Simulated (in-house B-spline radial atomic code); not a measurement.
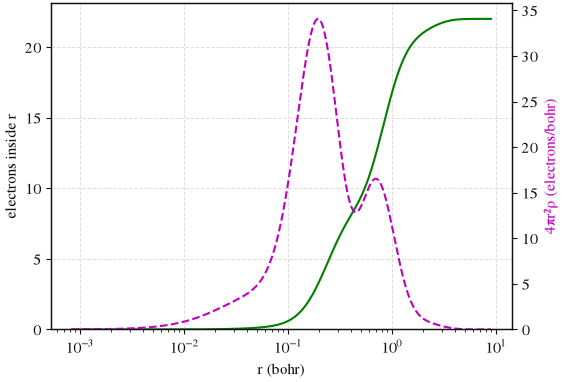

The chromium ion Cr²⁺ in the configuration 2s2 2p6 3s2 3p6 3d5 4s1 (open shells shared over both j by 2j + 1). Computed with an in-house B-spline radial code: Dirac-Hartree-Fock, average of configuration, Fermi nucleus, basis-set limit.

The plot shows the number of electrons inside radius r (solid) and the radial density 4πr²ρ (dashed).

Question: What does the plot show?

Answer: The count levels off at 22 electrons. Half of them lie within 0.612 bohr, 90 % within 1.43 bohr and 99 % within 3.20 bohr. The radial density has a minimum at 0.45 bohr, where the count stands at 8.7; this parts the shells that the density resolves.
